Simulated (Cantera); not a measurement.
Input: 1 mol Si, 14 mol HF, equilibrated at 41.0 Pa.

These are equilibrium values from Cantera (NASA tables, ideal gas, pure condensed phases), not measurements of a reactor. Candidate condensed phases: Si; 25 gas species. The tables' values for SiF3, SiF2 are old estimates; treat these amounts as uncertain. Rates play no part.

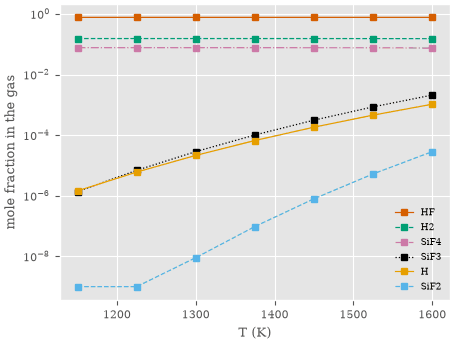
*Equilibrium gas composition (values under 1e-9 drawn at 1e-9)*

Q: Read off the mole fractions at 1150 K.

A: HF about 0.77, H2 about 0.15, SiF4 about 0.077, H about 1.4e-6, SiF3 about 1.4e-6.
